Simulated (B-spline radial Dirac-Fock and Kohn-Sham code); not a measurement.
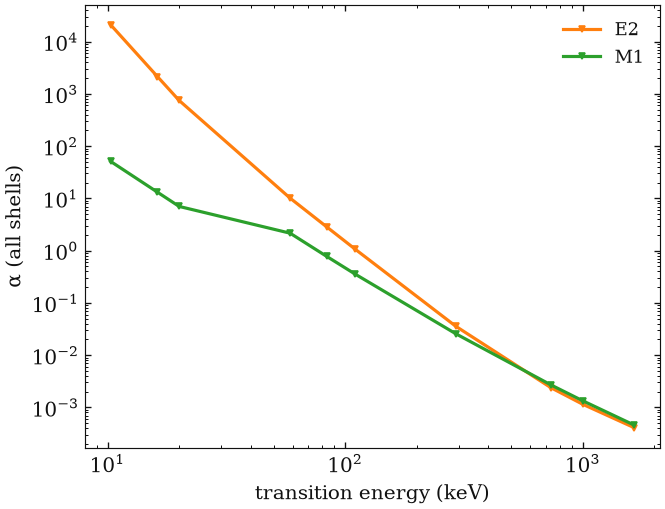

Total internal conversion coefficients against transition energy, at the marked points and joined by straight lines (also across edges). The total sums all shells and leaves out internal pair formation. System: cadmium (Z = 48). The calculation used a Dirac–Hartree–Slater potential of the neutral atom, no hole, surface-current nucleus (a B-spline radial atomic code).

**Above what energy does an E2 transition emit more photons than conversion electrons?**

Between 110 and 292 keV, where α drops through 1.

**How do the multipoles rank at 16.2 keV?**

E2 (2150), M1 (13.2).
